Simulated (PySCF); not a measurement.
# C6H4N2Se: excited states, first hyperpolarisability

Aim: compute the excited states, first hyperpolarisability of C6H4N2Se (`c1ccc2[se]nnc2c1`).

Computed with PySCF 2.14.0 and routines of our own; the level stands in each step. Atoms count from 0.

### Step 1. The system as given

13 atoms, charge 0, multiplicity 1; geometry from: GFN2-xTB.

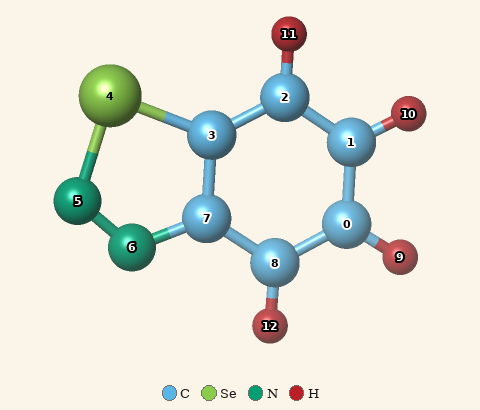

The starting geometry (carbon blue, selenium green, nitrogen teal, hydrogen red).

### Step 2. Geometry optimisation at PBE0-D3(BJ)/def2-SVP

Job settings and geometry (Å):

```
{"job": {"xc": "PBE0", "basis": "def2-SVP", "d3": "d3bj", "grid": 2, "kind": "geom"}, "charge": 0, "multiplicity": 1}
C     -1.358546     0.948210     0.246108
C     -1.643083    -0.415056     0.127030
C     -0.643899    -1.341944    -0.078496
C      0.668780    -0.894853    -0.169274
Se     2.264136    -1.817454    -0.438211
N      3.070661    -0.131776    -0.343074
N      2.278830     0.789048    -0.159413
C      0.961844     0.492963    -0.050287
C     -0.067127     1.412028     0.159551
H     -2.169249     1.642173     0.408088
H     -2.667514    -0.748767     0.198386
H     -0.871685    -2.393527    -0.167658
H      0.172462     2.459442     0.249522
```

Run with:

```sh
> OMP_NUM_THREADS=1 python excited_run.py task.json out
```

This one command runs all jobs of the session in turn.

The program printed:

```text
step   0  E = -2740.86455011  max force = 0.029412
step   1  E = -2740.86770515  max force = 0.004137
step   2  E = -2740.86773286  max force = 0.001902
step   3  E = -2740.86775300  max force = 0.001471
step   4  E = -2740.86775265  max force = 0.001098
step   5  E = -2740.86776090  max force = 0.000398
optimisation converged
```

It took 85 s on 1 thread of Arm Neoverse V2, shared host; peak memory 0.87 GiB.

Along the way:

```tsv
step	energy from step 0 (eV)	largest force component (eV/Å)
0	0.0000	1.5124
1	-0.0859	0.2127
2	-0.0866	0.0978
3	-0.0872	0.0756
4	-0.0871	0.0565
5	-0.0874	0.0205
```

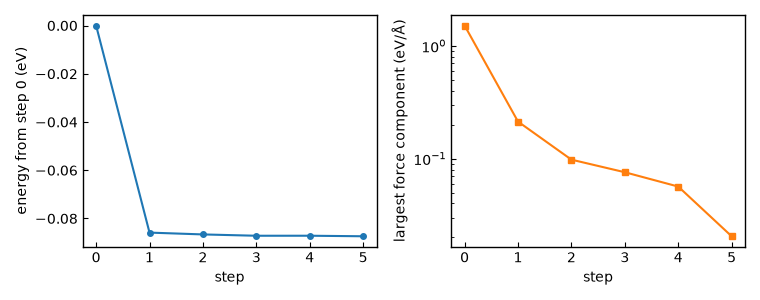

Energy and force, step by step.

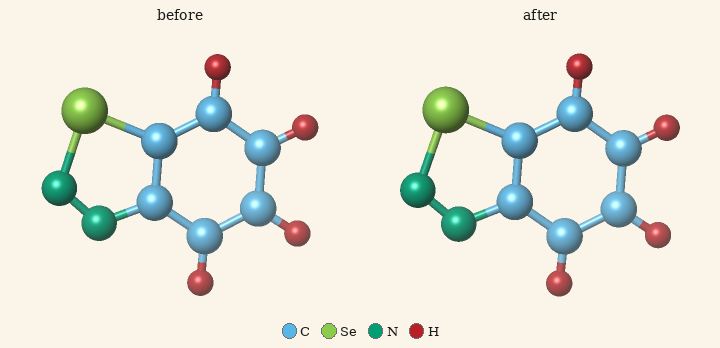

The geometry before (left) and after (right).

Close pairs (by a distance rule), those that changed most:

```tsv
bond	before (Å)	after (Å)	change (Å)
Se4–N5	1.871	1.949	+0.078
N6–C7	1.354	1.381	+0.026
C3–Se4	1.862	1.849	-0.013
C8–H12	1.078	1.091	+0.013
C1–H10	1.080	1.093	+0.013
C0–H9	1.079	1.092	+0.012
C2–H11	1.080	1.091	+0.012
C2–C3	1.390	1.401	+0.011
```

The end geometry stands in the next job.

```tsv
at the end point	value
point group (found at 0.08 Å tolerance)	Cs
rotational constants (GHz, main isotopes)	2.742, 0.963, 0.713
dipole moment (D)	3.49
```

### Step 3. Excited states: TDA wB97X-D/def2-TZVP

Job settings and geometry (Å):

```
{"job": {"kind": "states", "xc": "wB97X-D", "basis": "def2-TZVP", "tda": true, "soc": true, "nstates": 6, "ntriplets": 5, "nquad": 4}, "charge": 0, "multiplicity": 1}
C     -1.551128     1.046295     0.467645
C     -1.844002    -0.324053     0.351697
C     -0.844861    -1.266077     0.148564
C      0.482710    -0.828309     0.059030
Se     2.059473    -1.758600    -0.201186
N      2.933220    -0.018910    -0.105375
N      2.111835     0.881784     0.074480
C      0.774689     0.552898     0.176182
C     -0.243851     1.492610     0.380787
H     -2.361635     1.760133     0.627218
H     -2.882077    -0.657486     0.423011
H     -1.093745    -2.325059     0.061224
H      0.018557     2.548308     0.466309
```

Method: TDA wB97X-D/def2-TZVP excited states, vertical, gas phase, spin-orbit mean-field couplings.

The program printed:

```text
coarse grid: 58544 points
cycle   1  E = -2742.0800511929  dE =  1.116e+00  |g| = 4.460e-01  |ddm| = 3.809e+00
cycle   2  E = -2742.0985916446  dE = -1.854e-02  |g| = 3.442e-01  |ddm| = 7.999e-01
cycle   3  E = -2742.1188858019  dE = -2.029e-02  |g| = 8.526e-02  |ddm| = 4.511e-01
cycle   4  E = -2742.1206543974  dE = -1.769e-03  |g| = 4.200e-02  |ddm| = 1.166e-01
cycle   5  E = -2742.1210112342  dE = -3.568e-04  |g| = 1.093e-02  |ddm| = 8.365e-02
cycle   6  E = -2742.1210467166  dE = -3.548e-05  |g| = 4.978e-03  |ddm| = 2.550e-02
cycle   7  E = -2742.1210572330  dE = -1.052e-05  |g| = 1.843e-03  |ddm| = 1.475e-02
cycle   8  E = -2742.1210605163  dE = -3.283e-06  |g| = 9.268e-04  |ddm| = 1.009e-02
final grid: 123800 points
cycle   9  E = -2742.1205057620  dE = -4.310e-06  |g| = 1.542e-03  |ddm| = 1.772e-02
cycle  10  E = -2742.1205055330  dE =  2.290e-07  |g| = 2.059e-03  |ddm| = 4.378e-03
cycle  11  E = -2742.1205064553  dE = -9.223e-07  |g| = 2.907e-04  |ddm| = 2.499e-03
cycle  12  E = -2742.1205064905  dE = -3.522e-08  |g| = 1.564e-04  |ddm| = 5.930e-04
cycle  13  E = -2742.1205065095  dE = -1.893e-08  |g| = 5.633e-05  |ddm| = 4.531e-04
cycle  14  E = -2742.1205065135  dE = -4.011e-09  |g| = 3.678e-05  |ddm| = 2.496e-04
cycle  15  E = -2742.1205065146  dE = -1.110e-09  |g| = 1.415e-05  |ddm| = 1.633e-04
cycle  16  E = -2742.1205065147  dE = -1.096e-10  |g| = 4.549e-06  |ddm| = 4.112e-05
converged SCF energy = -2742.1205065147

Singlet excitations
state   eV       nm        f     d(h-e)  d(exc)  Lambda  PR(NTO)  |dmu|/D   mu/D   main configurations
  1   3.7059   334.6   0.00147   0.584   2.726   0.517   1.014    1.574    2.100   H-1->L 0.93
  2   4.1609   298.0   0.01706   0.365   3.088   0.689   1.666    0.165    3.419   H->L 0.72, H-1->L+1 0.21
  3   4.4391   279.3   0.00099   0.606   2.852   0.489   1.014    1.768    4.700   H->L+1 0.91
  4   5.2244   237.3   0.05873   0.233   3.177   0.715   2.664    0.580    3.499   H-2->L 0.34, H->L+2 0.21, H-1->L+1 0.17
  5   5.4964   225.6   0.02962   0.196   3.001   0.692   2.606                     H-2->L 0.24, H-3->L 0.20, H-2->L+2 0.18
  6   5.8458   212.1   0.00017   2.502   3.704   0.209   1.010                     H-1->L+2 0.97

Triplet excitations (Tamm-Dancoff)
state   eV     d(h-e)  d(exc)  Lambda  PR(NTO)   main configurations
  1   2.9789   0.449   2.572   0.515   1.016   H-1->L 0.87, H-1->L+3 0.11
  2   3.4174   0.718   3.118   0.695   1.079   H->L 0.95
  3   3.6974   0.324   2.808   0.753   1.536   H-2->L 0.75, H->L+2 0.13
  4   3.9402   0.919   2.659   0.667   1.049   H-1->L+1 0.92
  5   4.0048   0.480   2.741   0.488   1.018   H->L+1 0.87, H-3->L+1 0.10
S1 - T1 = 0.7271 eV

Spin-orbit couplings |<S|Hso|T>| (cm-1)
             T1       T2       T3       T4       T5
S0      231.425   22.710   22.854  237.160  738.679
S1        4.781  360.466   27.511  193.946    3.233
S2      434.354    0.106    1.679    2.200  346.728
S3        1.492  165.134   27.936  486.565   11.062
S4       50.032    0.584    2.506    2.174  238.309
S5      214.370    4.127    6.260   44.401  145.346
S6        1.326   17.173   75.888  111.761    2.418
T1 sublevels (cm-1): 0.000 0.423 19.427   radiative rates (1/s): 1.07 357 1.99e+04
```

It took 2 min on 1 thread of Arm Neoverse V2, shared host; peak memory 1.4 GiB.

In short:

```tsv
quantity	value
S1 less T1	0.73 eV
```

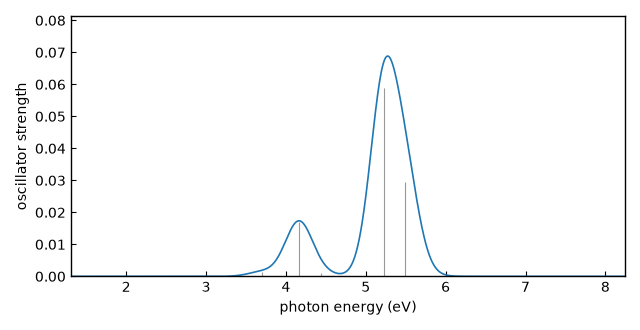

Absorption lines of the singlets. Lines are broadened to a width of 0.40 eV (Gaussian).

Orbitals, density, ELF and potential are computed afterwards from the orbital file.

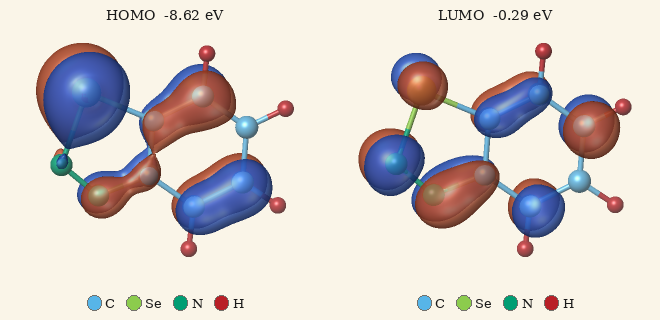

wB97X-D/def2-TZVP orbitals near the gap, drawn at the value that encloses 70 % of each; the two colours are the two signs.

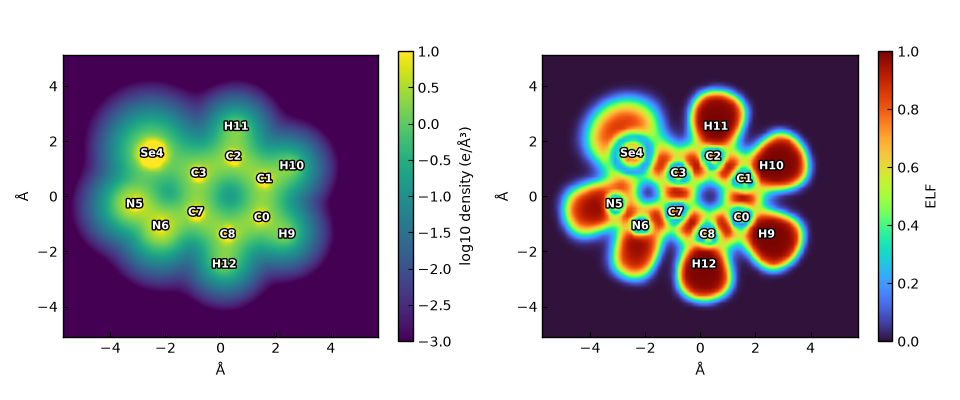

Density (left) and ELF (right) in a plane through or near 13 of the atoms.

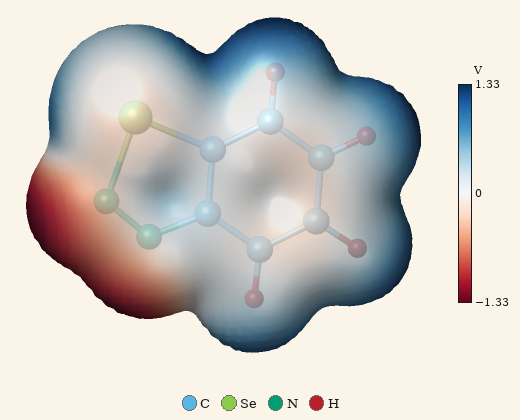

The potential that a unit positive charge feels on the 0.002 e/bohr³ surface, from -1.33 V near N5 to 1.27 V near H11.

### Step 4. Excited states: TDDFT CAM-B3LYP/aug-cc-pVDZ

The job, as its differences from that of step 3:

```diff
@@ -1,2 +1,2 @@
-{"job": {"kind": "states", "xc": "wB97X-D", "basis": "def2-TZVP", "tda": true, "soc": true, "nstates": 6, "ntriplets": 5, "nquad": 4}, "charge": 0, "multiplicity": 1}
+{"job": {"kind": "states", "xc": "CAM-B3LYP", "basis": "aug-cc-pVDZ", "tpa": true, "nstates": 8, "nquad": 6, "ntriplets": 0}, "charge": 0, "multiplicity": 1}
 C     -1.551128     1.046295     0.467645
```

Method: TDDFT CAM-B3LYP/aug-cc-pVDZ excited states, vertical, gas phase, two-photon moments by quadratic response.

The program printed:

```text
coarse grid: 58544 points
cycle   1  E = -2741.9851464316  dE =  1.123e+00  |g| = 3.484e-01  |ddm| = 4.202e+01
cycle   2  E = -2741.9907894552  dE = -5.643e-03  |g| = 3.387e-01  |ddm| = 4.300e+00
cycle   3  E = -2742.0178705724  dE = -2.708e-02  |g| = 1.004e-01  |ddm| = 1.860e+00
cycle   4  E = -2742.0204379481  dE = -2.567e-03  |g| = 3.959e-02  |ddm| = 6.015e-01
cycle   5  E = -2742.0208256429  dE = -3.877e-04  |g| = 1.420e-02  |ddm| = 2.174e-01
cycle   6  E = -2742.0208838568  dE = -5.821e-05  |g| = 3.924e-03  |ddm| = 8.936e-02
cycle   7  E = -2742.0208905891  dE = -6.732e-06  |g| = 1.588e-03  |ddm| = 2.330e-02
final grid: 123800 points
cycle   8  E = -2742.0208865271  dE = -1.068e-06  |g| = 2.038e-03  |ddm| = 4.532e-02
cycle   9  E = -2742.0208852563  dE =  1.271e-06  |g| = 3.328e-03  |ddm| = 1.890e-02
cycle  10  E = -2742.0208879076  dE = -2.651e-06  |g| = 3.692e-04  |ddm| = 1.054e-02
cycle  11  E = -2742.0208879671  dE = -5.952e-08  |g| = 1.521e-04  |ddm| = 2.317e-03
cycle  12  E = -2742.0208880064  dE = -3.924e-08  |g| = 8.308e-05  |ddm| = 3.216e-03
cycle  13  E = -2742.0208880088  dE = -2.432e-09  |g| = 1.395e-05  |ddm| = 5.085e-04
cycle  14  E = -2742.0208880089  dE = -1.223e-10  |g| = 6.812e-06  |ddm| = 1.414e-04
converged SCF energy = -2742.0208880089

Singlet excitations
state   eV       nm        f     d(h-e)  d(exc)  Lambda  PR(NTO)  |dmu|/D   mu/D   delta(TPA)   sigma/GM   main configurations
  1   3.6427   340.4   0.00087   0.594   2.759   0.513   1.020    1.548    2.134        0.23      0.001   H-1->L 0.92
  2   4.0799   303.9   0.01557   0.375   3.132   0.661   1.633    0.211    3.550       11.18      0.068   H->L 0.78, H-1->L+1 0.14
  3   4.2951   288.7   0.00047   0.648   2.988   0.438   1.048    1.963    4.771        1.16      0.008   H->L+1 0.83
  4   5.0680   244.6   0.06011   0.226   3.224   0.687   2.650    0.651    3.721      108.91      1.025   H-2->L 0.42, H->L+2 0.20, H-1->L+1 0.17
  5   5.3500   231.7   0.05816   0.228   3.049   0.644   3.007    0.640    3.946       48.28      0.506   H-1->L+1 0.27, H-2->L 0.25, H-3->L 0.14
  6   5.6970   217.6   0.00010   2.066   3.622   0.305   1.018    5.153    7.792        2.35      0.028   H-2->L+1 0.88
  7   5.7582   215.3   0.40968   0.618   3.474   0.690   1.693                                            H->L+2 0.71, H-2->L 0.18
  8   5.8462   212.1   0.00016   2.497   3.802   0.209   1.009                                            H-1->L+2 0.97
```

It took 1.8 min on 1 thread of Arm Neoverse V2, shared host; peak memory 1.2 GiB.

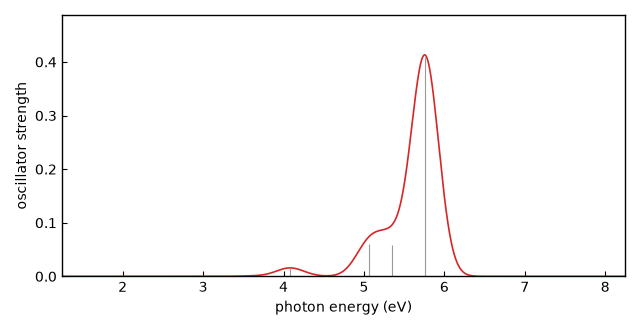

Absorption lines of the singlets. Lines are broadened to a width of 0.40 eV (Gaussian).

### Step 5. First hyperpolarisability: quadratic response CAM-B3LYP/aug-cc-pVDZ

The job, as its differences from that of step 4:

```diff
@@ -1,2 +1,2 @@
-{"job": {"kind": "states", "xc": "CAM-B3LYP", "basis": "aug-cc-pVDZ", "tpa": true, "nstates": 8, "nquad": 6, "ntriplets": 0}, "charge": 0, "multiplicity": 1}
+{"job": {"kind": "beta", "xc": "CAM-B3LYP", "basis": "aug-cc-pVDZ"}, "charge": 0, "multiplicity": 1}
 C     -1.551128     1.046295     0.467645
```

Method: quadratic response CAM-B3LYP/aug-cc-pVDZ first hyperpolarisability, Taylor convention, gas phase.

The program printed:

```text
coarse grid: 58544 points
cycle   1  E = -2741.9851464316  dE =  1.123e+00  |g| = 3.484e-01  |ddm| = 4.202e+01
cycle   2  E = -2741.9907894552  dE = -5.643e-03  |g| = 3.387e-01  |ddm| = 4.300e+00
cycle   3  E = -2742.0178705724  dE = -2.708e-02  |g| = 1.004e-01  |ddm| = 1.860e+00
cycle   4  E = -2742.0204379481  dE = -2.567e-03  |g| = 3.959e-02  |ddm| = 6.015e-01
cycle   5  E = -2742.0208256429  dE = -3.877e-04  |g| = 1.420e-02  |ddm| = 2.174e-01
cycle   6  E = -2742.0208838568  dE = -5.821e-05  |g| = 3.924e-03  |ddm| = 8.936e-02
cycle   7  E = -2742.0208905891  dE = -6.732e-06  |g| = 1.588e-03  |ddm| = 2.330e-02
final grid: 123800 points
cycle   8  E = -2742.0208865271  dE = -1.068e-06  |g| = 2.038e-03  |ddm| = 4.532e-02
cycle   9  E = -2742.0208852563  dE =  1.271e-06  |g| = 3.328e-03  |ddm| = 1.890e-02
cycle  10  E = -2742.0208879076  dE = -2.651e-06  |g| = 3.692e-04  |ddm| = 1.054e-02
cycle  11  E = -2742.0208879671  dE = -5.952e-08  |g| = 1.521e-04  |ddm| = 2.317e-03
cycle  12  E = -2742.0208880064  dE = -3.924e-08  |g| = 8.308e-05  |ddm| = 3.216e-03
cycle  13  E = -2742.0208880088  dE = -2.432e-09  |g| = 1.395e-05  |ddm| = 5.085e-04
cycle  14  E = -2742.0208880089  dE = -1.223e-10  |g| = 6.812e-06  |ddm| = 1.414e-04
converged SCF energy = -2742.0208880089

Lowest singlets (eV, f): 3.6427 0.0009  4.0799 0.0156  4.2951 0.0005

First hyperpolarisability (au)
process     nm      |vector|   parallel      HRS      DR
static         -      221.97       9.06      87.39   6.044
shg       1907.0      234.75      11.79      92.36   6.023
eope      1907.0      226.09       9.91          -       -
shg       1064.0      267.90      20.41     105.04    6.01
eope      1064.0      235.71       12.0          -       -
```

Run time: 89 s. Hardware: 1 thread of Arm Neoverse V2, shared host; peak memory 1.2 GiB.

### Step 6. Outcome

| quantity | value |
| --- | --- |
| point group | Cs |
| rotational constants (main isotopes) | 2.74, 0.96, 0.71 GHz |
| S1 less T1 (step 3, TDA wB97X-D/def2-TZVP) | 0.73 eV |
| surface potential, least and greatest | -1.33 V and 1.27 V |
| β vector (step 5, quadratic response CAM-B3LYP/aug-cc-pVDZ) | static 222, SHG 1907.0 nm 235, SHG 1064.0 nm 268 au |

What this shows: Relaxing lowered the energy by 0.087 eV in 5 steps; the close pair that moved most is Se4–N5, from 1.871 to 1.949 Å. No frequency check was run at this level, so the end point may be a saddle. Scalar relativity is left out for the heavy atoms. In step 3, the number of triplets below S1 is 3, and the largest singlet-triplet spin-orbit coupling is S0–T5, 738.68 cm⁻¹. Steps that list no spin-orbit terms leave them out, which matters at and beside the heavy atoms. β grows from 222 au (static) to 268 au for doubling at 1064.0 nm: normal dispersion, which grows as twice the photon energy moves toward the bright states.
